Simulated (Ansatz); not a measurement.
# MP2/STO-3G run of SiH2F− (SMILES F[SiH2-])

Aim: the vertical ionisation energy of SiH2F− at MP2/STO-3G, from 2 runs. 

The results are computed with Ansatz 0.2.0.

3 further runs of the same task are left out: 2 that didn't finish, 1 set aside as unsound or not needed.

## (1) The system as given

The species is SiH2F− (4 atoms), meant as a singlet with charge -1. SMILES: `F[SiH2-]`. The coordinates come from a GFN2-xTB relaxation.

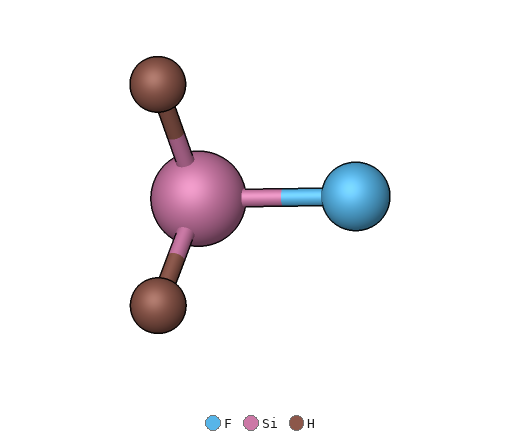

Viewed from a chosen angle; fluorine blue, silicon pink, hydrogen brown.

## (2) A single-point energy at MP2/STO-3G

molecule.yaml reads:

```yaml
crystal:
  periodic: [false, false, false]
  atoms:
    - symbol: F
      position_ang: [1.224230, 0.690850, -0.383870]
    - symbol: Si
      position_ang: [-0.114010, -0.391590, -0.440070]
    - symbol: H
      position_ang: [-1.185360, 0.658330, -0.143280]
    - symbol: H
      position_ang: [0.075140, -0.957590, 0.967210]
basis:
  gaussian: {orbitals: STO-3G}
total_charge: -1
magnetization: {spin_polarized: false}
correlation: {method: mp2, frozen_orbitals: {F: 1, H: 0, Si: 5}}
accuracy: high
```

Run with:

```
$ ansatz run molecule.yaml --threads 1 --pin off --max-ram 2610MiB --events-out events.jsonl --progress --plain --runs-dir runs
```

Log:

```text
Warning: RAYON_NUM_THREADS=1 ignored (pool sized by the plan → 1); use --threads N
Functional definition: HF
  name "HF"
  exchange = exact_x
  correlation = 0
267 factors; integrals over basis functions are off by at most 2.8e-8 eV
mean field evaluation 1: about -10464.7964 eV, gradient 7.4e0 eV
mean field evaluation 2: about -10464.8431 eV, gradient 7.4e0 eV
mean field evaluation 4: about -10465.1758 eV, gradient 4.5e-1 eV
mean field evaluation 8: about -10465.1768 eV, gradient 1.0e-6 eV
mean field -10465.17682833 eV, -384.5881548896 hartree, gradient 6.8e-8 eV, S^2 0.000000; 0 other end points of the search recorded, 0 dependent functions left out
6 core orbitals not correlated: weight in the atoms' cores, before any rotation towards them, 1.000 or more for the frozen orbitals, at most 0.000 for the correlated occupied ones
reference -10465.17682833 eV, -384.5881548896 hartree; 7, 7 occupied and 3, 3 virtual orbitals, 267 factors
second order -1.20053606 eV of doubles, -0.00000000 eV of singles
Total energy: -10466.37736439 eV, -384.6322737761 hartree
```

It took 0.08 s on 1 thread of Arm Neoverse V2, shared host.

## (3) Doublet neutral SiH2F

in.yaml reads:

```yaml
crystal:
  periodic: [false, false, false]
  atoms:
    - {symbol: F, position_ang: [1.224230, 0.690850, -0.383870]}
    - {symbol: Si, position_ang: [-0.114010, -0.391590, -0.440070]}
    - {symbol: H, position_ang: [-1.185360, 0.658330, -0.143280]}
    - {symbol: H, position_ang: [0.075140, -0.957590, 0.967210]}
basis:
  gaussian:
    orbitals: STO-3G
magnetization:
  spin_polarized: true
  initial_magnetization: 1
correlation:
  method: mp2
  frozen_orbitals: {F: 1, H: 0, Si: 5}
accuracy: high
```

Run with:

```
$ ansatz run in.yaml --threads 1 --pin off --max-ram 2610MiB --events-out events.jsonl --progress --plain --runs-dir runs
```

Log:

```text
Warning: RAYON_NUM_THREADS=1 ignored (pool sized by the plan → 1); use --threads N
[... 4 set-up lines as earlier in the session ...]
267 factors; integrals over basis functions are off by at most 2.8e-8 eV
mean field evaluation 1: about -10466.9430 eV, gradient 1.3e1 eV
mean field evaluation 2: about -10466.9778 eV, gradient 1.3e1 eV
mean field evaluation 4: about -10468.9483 eV, gradient 1.4e0 eV
mean field evaluation 8: about -10469.0022 eV, gradient 2.1e-2 eV
mean field -10469.00222313 eV, -384.7287355554 hartree, gradient 2.9e-8 eV, S^2 0.754255; 0 other end points of the search recorded, 0 dependent functions left out
6 core orbitals not correlated: weight in the atoms' cores, before any rotation towards them, 1.000 or more for the frozen orbitals, at most 0.000 for the correlated occupied ones
reference -10469.00222313 eV, -384.7287355554 hartree; 7, 6 occupied and 3, 4 virtual orbitals, 267 factors
second order -1.41942988 eV of doubles, -0.00000000 eV of singles
Total energy: -10470.42165301 eV, -384.7808986415 hartree
```

It took 0.08 s on 1 thread of Arm Neoverse V2, shared host.

## (4) What came out

Level: MP2/STO-3G, 6 core orbitals frozen.

| quantity | value |
| --- | --- |
| singlet SiH2F−: total energy | -384.63227 Eh |
| singlet SiH2F−: correlation energy (6 core orbitals frozen) | -44.1 mEh |
| doublet neutral SiH2F: total energy | -384.78090 Eh |
| doublet neutral SiH2F: correlation energy (6 core orbitals frozen) | -52.2 mEh |
| doublet neutral SiH2F: ⟨S²⟩ of the reference determinant | 0.754 |
| vertical detachment energy (to the doublet neutral) | -4.044 eV |

In words: The species is unbound against losing an electron at this level, by 4.04 eV (−390 kJ/mol); missing correlation or diffuse functions can give that sign where the real anion is bound. In a minimal basis such a difference can be off by several eV, whatever the method.
